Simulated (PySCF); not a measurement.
# CH₉BNP: NMR shifts at several levels of theory, part 2 of 2

PySCF 2.14.0. Atoms count from 0. The steps go on from the part before.

## (8) Shielding tensors: OPBE/pcSseg-2

What the job is given:

```
{"job": {"kind": "nmr", "xc": "OPBE", "basis": "pcSseg-2", "pop": false}, "charge": 0, "multiplicity": 1}
C      0.180177     1.647034    -0.400165
B      0.262635     0.340712     0.530801
N     -0.930841    -0.686723     0.061294
P      1.910383    -0.773135     0.454864
H     -0.785635     2.181992    -0.325171
H      0.357326     1.431309    -1.470186
H      0.956393     2.368469    -0.099410
H      0.019611     0.537469     1.718081
H     -0.895379    -1.544013     0.616672
H     -0.839236    -0.951707    -0.921915
H     -1.850986    -0.259517     0.183186
H      2.419740    -0.389593    -0.828606
H      2.756687     0.119512     1.173875
```

With the program's defaults for keys left out, this is: GIAO OPBE/pcSseg-2 NMR shielding, non-relativistic, gas phase.

The log of the run:

```text
coarse grid: 10440 points
cycle   1  E = -464.3700618926  dE = -1.039e-02  |g| = 5.770e-01  |ddm| = 2.260e+00
cycle   2  E = -464.2044691113  dE =  1.656e-01  |g| = 9.306e-01  |ddm| = 1.876e+00
cycle   3  E = -464.4719754943  dE = -2.675e-01  |g| = 8.727e-02  |ddm| = 1.414e+00
cycle   4  E = -464.4740768187  dE = -2.101e-03  |g| = 4.519e-02  |ddm| = 1.755e-01
cycle   5  E = -464.4746629182  dE = -5.861e-04  |g| = 1.077e-02  |ddm| = 5.959e-02
cycle   6  E = -464.4746843687  dE = -2.145e-05  |g| = 4.868e-03  |ddm| = 1.116e-02
cycle   7  E = -464.4746893996  dE = -5.031e-06  |g| = 9.540e-04  |ddm| = 3.594e-03
final grid: 93688 points
cycle   8  E = -464.4761569680  dE = -2.639e-04  |g| = 1.719e-02  |ddm| = 8.284e-02
cycle   9  E = -464.4760094005  dE =  1.476e-04  |g| = 2.822e-02  |ddm| = 4.240e-02
cycle  10  E = -464.4762452166  dE = -2.358e-04  |g| = 2.249e-03  |ddm| = 2.740e-02
cycle  11  E = -464.4762464595  dE = -1.243e-06  |g| = 8.931e-04  |ddm| = 3.511e-03
cycle  12  E = -464.4762466429  dE = -1.834e-07  |g| = 1.753e-04  |ddm| = 1.081e-03
cycle  13  E = -464.4762466503  dE = -7.414e-09  |g| = 6.584e-05  |ddm| = 2.624e-04
cycle  14  E = -464.4762466513  dE = -9.682e-10  |g| = 2.145e-05  |ddm| = 6.028e-05
converged SCF energy = -464.4762466513

GIAO shielding tensors (ppm)
atom      isotropic    diamagn.    paramagn.     s11        s22        s33       span
  0 C      174.075     245.650     -71.575    165.988    170.609    185.629     19.641
  1 B      113.431     192.249     -78.818     98.793    116.194    125.307     26.514
  2 N      206.461     313.448    -106.987    191.156    210.495    217.730     26.574
  3 P      534.391     968.394    -434.003    446.620    569.108    587.444    140.824
  4 H       31.026      30.183       0.843     26.962     28.160     37.956     10.994
  5 H       31.453      31.171       0.282     28.261     30.015     36.082      7.821
  6 H       30.601      28.883       1.718     26.571     28.918     36.314      9.743
  7 H       28.325      30.605      -2.280     26.324     28.263     30.388      4.064
  8 H       27.969      29.390      -1.421     21.839     25.107     36.961     15.121
  9 H       28.950      31.154      -2.204     24.226     26.141     36.484     12.257
 10 H       28.350      29.829      -1.479     22.230     24.489     38.331     16.102
 11 H       29.844      30.946      -1.102     26.022     27.947     35.563      9.541
 12 H       29.303      30.072      -0.769     25.413     26.769     35.727     10.315
```

Run time: 48 s. Hardware: 1 thread of Arm Neoverse V1, shared host; peak memory 0.82 GiB.

Key values: δ C0 10.3, B1 -15.7, N2 56.4, P3 -221.9, H7 2.87, H8 2.78 ppm (means over like atoms).

## (9) NMR shieldings: KT2/pcSseg-2

Settings changed since step 8:

```diff
@@ -1,2 +1,2 @@
-{"job": {"kind": "nmr", "xc": "OPBE", "basis": "pcSseg-2", "pop": false}, "charge": 0, "multiplicity": 1}
+{"job": {"kind": "nmr", "xc": "KT2", "basis": "pcSseg-2", "pop": false}, "charge": 0, "multiplicity": 1}
 C      0.180177     1.647034    -0.400165
```

Level: GIAO KT2/pcSseg-2 NMR shielding, non-relativistic, gas phase.

The log of the run:

```text
coarse grid: 10440 points
cycle   1  E = -469.3378890852  dE =  2.893e-02  |g| = 5.892e-01  |ddm| = 2.151e+00
cycle   2  E = -469.1779422660  dE =  1.599e-01  |g| = 9.370e-01  |ddm| = 1.634e+00
cycle   3  E = -469.4419911167  dE = -2.640e-01  |g| = 9.520e-02  |ddm| = 1.162e+00
cycle   4  E = -469.4446524002  dE = -2.661e-03  |g| = 3.924e-02  |ddm| = 1.805e-01
cycle   5  E = -469.4450975674  dE = -4.452e-04  |g| = 9.479e-03  |ddm| = 5.045e-02
cycle   6  E = -469.4451185349  dE = -2.097e-05  |g| = 3.175e-03  |ddm| = 8.882e-03
cycle   7  E = -469.4451207424  dE = -2.208e-06  |g| = 8.418e-04  |ddm| = 2.709e-03
final grid: 93688 points
cycle   8  E = -469.4663490864  dE = -3.155e-04  |g| = 1.246e-02  |ddm| = 1.034e-01
cycle   9  E = -469.4663244516  dE =  2.463e-05  |g| = 1.307e-02  |ddm| = 1.736e-02
cycle  10  E = -469.4663623765  dE = -3.792e-05  |g| = 3.938e-03  |ddm| = 1.493e-02
cycle  11  E = -469.4663670237  dE = -4.647e-06  |g| = 5.130e-04  |ddm| = 4.046e-03
cycle  12  E = -469.4663670900  dE = -6.633e-08  |g| = 1.971e-04  |ddm| = 8.749e-04
cycle  13  E = -469.4663671016  dE = -1.162e-08  |g| = 5.232e-05  |ddm| = 2.583e-04
cycle  14  E = -469.4663671023  dE = -6.490e-10  |g| = 1.180e-05  |ddm| = 4.640e-05
converged SCF energy = -469.4663671023

GIAO shielding tensors (ppm)
atom      isotropic    diamagn.    paramagn.     s11        s22        s33       span
  0 C      171.241     243.004     -71.763    162.188    166.767    184.769     22.581
  1 B      111.310     187.208     -75.898     96.438    114.409    123.084     26.645
  2 N      202.090     310.902    -108.812    184.917    206.822    214.531     29.614
  3 P      527.434     969.162    -441.728    440.580    552.679    589.043    148.463
  4 H       30.925      30.441       0.485     26.835     28.152     37.789     10.953
  5 H       31.453      31.218       0.236     28.442     30.107     35.811      7.369
  6 H       30.535      29.604       0.931     26.666     28.928     36.010      9.343
  7 H       28.244      30.029      -1.784     26.264     28.270     30.199      3.935
  8 H       27.941      29.965      -2.024     22.033     25.136     36.654     14.620
  9 H       28.982      31.225      -2.242     24.480     26.295     36.172     11.692
 10 H       28.270      30.248      -1.978     22.254     24.550     38.005     15.752
 11 H       29.841      30.278      -0.437     26.187     27.949     35.386      9.199
 12 H       29.230      29.777      -0.547     25.438     26.734     35.517     10.079
```

Run time: 47 s. Hardware: 1 thread of Arm Neoverse V1, shared host; peak memory 0.82 GiB.

Key values: δ C0 11.0, B1 -13.0, N2 58.0, P3 -214.3, H7 2.93, H8 2.78 ppm (means over like atoms).

## (10) Shielding tensors: KT3/pcSseg-2

Settings changed since step 9:

```diff
@@ -1,2 +1,2 @@
-{"job": {"kind": "nmr", "xc": "KT2", "basis": "pcSseg-2", "pop": false}, "charge": 0, "multiplicity": 1}
+{"job": {"kind": "nmr", "xc": "KT3", "basis": "pcSseg-2", "pop": false}, "charge": 0, "multiplicity": 1}
 C      0.180177     1.647034    -0.400165
```

With the program's defaults for keys left out, this is: GIAO KT3/pcSseg-2 NMR shielding, non-relativistic, gas phase.

The log of the run:

```text
coarse grid: 10440 points
cycle   1  E = -468.9573166239  dE =  1.047e-02  |g| = 5.899e-01  |ddm| = 2.155e+00
cycle   2  E = -468.7817282186  dE =  1.756e-01  |g| = 9.566e-01  |ddm| = 1.855e+00
cycle   3  E = -469.0634616682  dE = -2.817e-01  |g| = 9.196e-02  |ddm| = 1.383e+00
cycle   4  E = -469.0658354034  dE = -2.374e-03  |g| = 4.211e-02  |ddm| = 1.793e-01
cycle   5  E = -469.0663537434  dE = -5.183e-04  |g| = 9.848e-03  |ddm| = 5.520e-02
cycle   6  E = -469.0663764536  dE = -2.271e-05  |g| = 3.281e-03  |ddm| = 9.584e-03
cycle   7  E = -469.0663788250  dE = -2.371e-06  |g| = 8.532e-04  |ddm| = 2.805e-03
final grid: 93688 points
cycle   8  E = -469.0843973648  dE = -2.999e-04  |g| = 8.611e-03  |ddm| = 9.021e-02
cycle   9  E = -469.0843939356  dE =  3.429e-06  |g| = 5.946e-03  |ddm| = 9.079e-03
cycle  10  E = -469.0843991941  dE = -5.259e-06  |g| = 3.848e-03  |ddm| = 9.089e-03
cycle  11  E = -469.0844033438  dE = -4.150e-06  |g| = 2.683e-04  |ddm| = 3.882e-03
cycle  12  E = -469.0844033561  dE = -1.230e-08  |g| = 1.469e-04  |ddm| = 3.019e-04
cycle  13  E = -469.0844033612  dE = -5.080e-09  |g| = 2.542e-05  |ddm| = 1.196e-04
cycle  14  E = -469.0844033614  dE = -1.794e-10  |g| = 4.289e-06  |ddm| = 3.421e-05
converged SCF energy = -469.0844033614

GIAO shielding tensors (ppm)
atom      isotropic    diamagn.    paramagn.     s11        s22        s33       span
  0 C      170.108     242.602     -72.494    161.337    166.095    182.893     21.556
  1 B      110.606     188.904     -78.298     96.370    113.611    121.835     25.465
  2 N      201.502     310.496    -108.994    185.571    205.503    213.432     27.861
  3 P      524.170     969.003    -444.833    438.257    552.861    581.393    143.135
  4 H       31.111      30.401       0.710     27.161     28.380     37.791     10.630
  5 H       31.605      31.246       0.359     28.628     30.269     35.919      7.290
  6 H       30.714      29.352       1.362     26.896     29.143     36.103      9.207
  7 H       28.544      30.499      -1.954     26.569     28.571     30.492      3.923
  8 H       28.061      29.755      -1.694     22.191     25.280     36.713     14.522
  9 H       29.101      31.213      -2.113     24.625     26.385     36.293     11.668
 10 H       28.399      30.140      -1.741     22.472     24.677     38.047     15.575
 11 H       30.083      30.870      -0.786     26.453     28.272     35.526      9.073
 12 H       29.513      30.147      -0.635     25.787     27.099     35.652      9.864
```

It took 46 s on 1 thread of Arm Neoverse V1, shared host; peak memory 0.84 GiB.

Key values: δ C0 11.2, B1 -12.0, N2 57.2, P3 -202.6, H8 2.83, H7 2.81 ppm (means over like atoms).

## (11) Nuclear shieldings: B97-D/pcSseg-2

Settings changed since step 10:

```diff
@@ -1,2 +1,2 @@
-{"job": {"kind": "nmr", "xc": "KT3", "basis": "pcSseg-2", "pop": false}, "charge": 0, "multiplicity": 1}
+{"job": {"kind": "nmr", "xc": "B97-D", "basis": "pcSseg-2", "pop": false}, "charge": 0, "multiplicity": 1}
 C      0.180177     1.647034    -0.400165
```

Method: GIAO B97-D/pcSseg-2 NMR shielding, non-relativistic, gas phase.

The log of the run:

```text
coarse grid: 10440 points
cycle   1  E = -464.3713503543  dE = -2.278e-03  |g| = 5.881e-01  |ddm| = 2.221e+00
cycle   2  E = -464.2083497733  dE =  1.630e-01  |g| = 9.462e-01  |ddm| = 1.686e+00
cycle   3  E = -464.4746604543  dE = -2.663e-01  |g| = 9.054e-02  |ddm| = 1.229e+00
cycle   4  E = -464.4769763600  dE = -2.316e-03  |g| = 4.516e-02  |ddm| = 1.772e-01
cycle   5  E = -464.4775495582  dE = -5.732e-04  |g| = 1.008e-02  |ddm| = 5.632e-02
cycle   6  E = -464.4775697574  dE = -2.020e-05  |g| = 4.392e-03  |ddm| = 9.740e-03
cycle   7  E = -464.4775737918  dE = -4.034e-06  |g| = 9.344e-04  |ddm| = 3.111e-03
final grid: 93688 points
cycle   8  E = -464.4789654757  dE = -1.640e-04  |g| = 6.614e-03  |ddm| = 6.265e-02
cycle   9  E = -464.4789611810  dE =  4.295e-06  |g| = 6.779e-03  |ddm| = 8.658e-03
cycle  10  E = -464.4789716521  dE = -1.047e-05  |g| = 1.669e-03  |ddm| = 5.522e-03
cycle  11  E = -464.4789722183  dE = -5.662e-07  |g| = 2.934e-04  |ddm| = 1.211e-03
cycle  12  E = -464.4789722391  dE = -2.076e-08  |g| = 1.070e-04  |ddm| = 3.662e-04
cycle  13  E = -464.4789722414  dE = -2.269e-09  |g| = 3.752e-05  |ddm| = 1.069e-04
cycle  14  E = -464.4789722417  dE = -3.652e-10  |g| = 6.390e-06  |ddm| = 4.237e-05
converged SCF energy = -464.4789722417

GIAO shielding tensors (ppm)
atom      isotropic    diamagn.    paramagn.     s11        s22        s33       span
  0 C      168.042     243.165     -75.123    159.132    164.556    180.439     21.307
  1 B      108.546     187.684     -79.139     94.436    112.154    119.047     24.611
  2 N      200.457     311.491    -111.034    184.460    205.153    211.756     27.296
  3 P      496.534     968.127    -471.592    405.312    527.630    556.661    151.350
  4 H       31.173      30.592       0.582     27.330     28.477     37.714     10.383
  5 H       31.638      31.368       0.271     28.705     30.354     35.856      7.151
  6 H       30.743      29.599       1.144     26.984     29.209     36.038      9.054
  7 H       28.636      30.565      -1.929     26.726     28.746     30.436      3.709
  8 H       28.155      29.854      -1.699     22.329     25.366     36.770     14.441
  9 H       29.158      31.392      -2.235     24.746     26.436     36.291     11.545
 10 H       28.505      30.190      -1.686     22.655     24.793     38.067     15.412
 11 H       30.069      30.780      -0.711     26.496     28.345     35.366      8.870
 12 H       29.490      30.124      -0.633     25.815     27.176     35.480      9.665
```

Wall time 46 s (1 thread of Arm Neoverse V1, shared host); peak memory 0.81 GiB.

Key values: δ C0 11.0, B1 -12.2, N2 57.4, P3 -202.0, H8 2.79, H7 2.76 ppm (means over like atoms).

## (12) Shielding tensors: B3LYP/pcSseg-2

Settings changed since step 11:

```diff
@@ -1,2 +1,2 @@
-{"job": {"kind": "nmr", "xc": "B97-D", "basis": "pcSseg-2", "pop": false}, "charge": 0, "multiplicity": 1}
+{"job": {"kind": "nmr", "xc": "B3LYP", "basis": "pcSseg-2", "pop": false}, "charge": 0, "multiplicity": 1}
 C      0.180177     1.647034    -0.400165
```

With the program's defaults for keys left out, this is: GIAO B3LYP/pcSseg-2 NMR shielding, non-relativistic, gas phase.

The log of the run:

```text
coarse grid: 10440 points
cycle   1  E = -464.5128568376  dE =  3.172e-02  |g| = 5.070e-01  |ddm| = 2.180e+00
cycle   2  E = -464.4729194025  dE =  3.994e-02  |g| = 6.335e-01  |ddm| = 1.115e+00
cycle   3  E = -464.5891105755  dE = -1.162e-01  |g| = 5.977e-02  |ddm| = 6.602e-01
cycle   4  E = -464.5900517493  dE = -9.412e-04  |g| = 2.667e-02  |ddm| = 9.864e-02
cycle   5  E = -464.5902359414  dE = -1.842e-04  |g| = 6.042e-03  |ddm| = 3.114e-02
cycle   6  E = -464.5902414394  dE = -5.498e-06  |g| = 2.586e-03  |ddm| = 4.488e-03
final grid: 93688 points
cycle   7  E = -464.5979694824  dE = -8.624e-05  |g| = 5.035e-03  |ddm| = 4.341e-02
cycle   8  E = -464.5979656431  dE =  3.839e-06  |g| = 6.281e-03  |ddm| = 6.865e-03
cycle   9  E = -464.5979754532  dE = -9.810e-06  |g| = 3.695e-04  |ddm| = 4.083e-03
cycle  10  E = -464.5979754723  dE = -1.914e-08  |g| = 2.608e-04  |ddm| = 5.833e-04
cycle  11  E = -464.5979754912  dE = -1.888e-08  |g| = 3.389e-05  |ddm| = 2.509e-04
cycle  12  E = -464.5979754915  dE = -2.624e-10  |g| = 1.144e-05  |ddm| = 4.252e-05
converged SCF energy = -464.5979754915

GIAO shielding tensors (ppm)
atom      isotropic    diamagn.    paramagn.     s11        s22        s33       span
  0 C      168.319     240.688     -72.369    159.579    164.649    180.730     21.152
  1 B      108.439     184.731     -76.291     94.272    111.798    119.247     24.976
  2 N      201.283     310.215    -108.932    184.703    206.585    212.561     27.858
  3 P      489.129     966.856    -477.727    395.130    521.208    551.048    155.918
  4 H       31.225      30.605       0.621     27.330     28.495     37.851     10.521
  5 H       31.652      31.199       0.453     28.637     30.309     36.009      7.372
  6 H       30.754      29.779       0.975     26.899     29.142     36.221      9.323
  7 H       28.709      30.281      -1.573     26.749     28.747     30.631      3.882
  8 H       28.162      29.789      -1.626     22.223     25.313     36.950     14.728
  9 H       29.131      31.248      -2.117     24.602     26.349     36.441     11.840
 10 H       28.502      30.161      -1.659     22.559     24.741     38.206     15.646
 11 H       30.102      30.638      -0.536     26.455     28.355     35.495      9.039
 12 H       29.511      30.090      -0.579     25.771     27.115     35.648      9.877
```

It took 34 s on 1 thread of Arm Neoverse V1, shared host; peak memory 0.98 GiB.

In short: δ C0 10.9, B1 -12.0, N2 57.2, P3 -205.8, H8 2.79, H7 2.68 ppm (means over like atoms).

## (13) Comparing the runs: NMR shifts

Shifts (ppm) of some atoms, chosen among heavy atoms and hydrogens apart, means over like atoms, with basis size and wall time:

```
           run    C0    H8    H7   H11     B1    N2      P3  functions  time
   HF/pcSseg-2  10.2  2.90  2.40  1.57   -8.6  42.5  -186.7        277  18 s
  LDA/pcSseg-2  10.1  2.72  2.97  1.76  -16.6  64.4  -237.7        277  36 s
  PBE/pcSseg-2  10.8  2.75  2.87  1.65  -15.3  61.1  -220.3        277  46 s
 BLYP/pcSseg-2  11.4  2.79  2.77  1.60  -12.7  62.6  -203.8        277  46 s
 BP86/pcSseg-2  10.7  2.74  2.85  1.65  -14.8  58.9  -217.4        277  46 s
 OPBE/pcSseg-2  10.3  2.78  2.87  1.63  -15.7  56.4  -221.9        277  48 s
  KT2/pcSseg-2  11.0  2.78  2.93  1.64  -13.0  58.0  -214.3        277  47 s
  KT3/pcSseg-2  11.2  2.83  2.81  1.56  -12.0  57.2  -202.6        277  46 s
B97-D/pcSseg-2  11.0  2.79  2.76  1.62  -12.2  57.4  -202.0        277  46 s
B3LYP/pcSseg-2  10.9  2.79  2.68  1.58  -12.0  57.2  -205.8        277  34 s
```

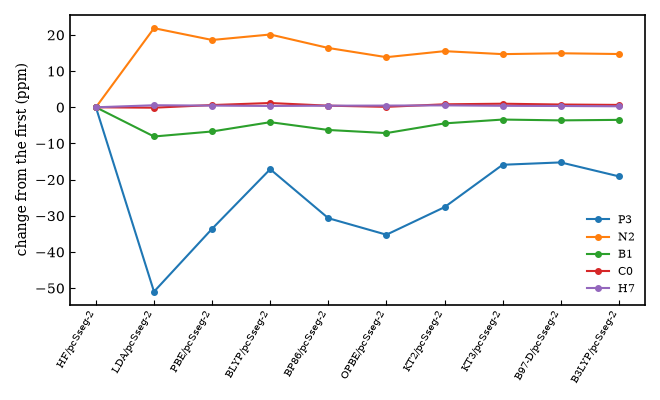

How five of the tabulated atoms move from run to run.

## (14) Summary of results

This closing draws on all 2 parts.

```
                                                            quantity                       value
                                                         point group                          C1
                                rotational constants (main isotopes)        6.83, 3.67, 2.65 GHz
                                13C shifts against TMS (HF/pcSseg-2)                    10.2 ppm
1H shifts against TMS (HF/pcSseg-2, means over atoms taken as alike)  2.90, 2.40, 1.57, 0.12 ppm
                           11B shifts against BF3·OEt2 (HF/pcSseg-2)                    -8.6 ppm
                                15N shifts against NH3 (HF/pcSseg-2)                    42.5 ppm
                              31P shifts against H3PO4 (HF/pcSseg-2)                  -186.7 ppm
                                            range of the shift of P3        -237.7 to -186.7 ppm
```

What this shows: Single values in the summary come from the first run of each kind that ended normally (HF/pcSseg-2), which need not be the best level. Relaxing lowered the energy by 0.233 eV in 6 steps; the close pair that moved most is P3–H12, from 1.343 to 1.425 Å. At HF/pcSseg-2: The widest tensor belongs to P3: span 140 ppm, with a paramagnetic part of -434 ppm. Across the 10 runs the shift of P3 moves most, between -237.7 (LDA/pcSseg-2) and -186.7 ppm (HF/pcSseg-2).
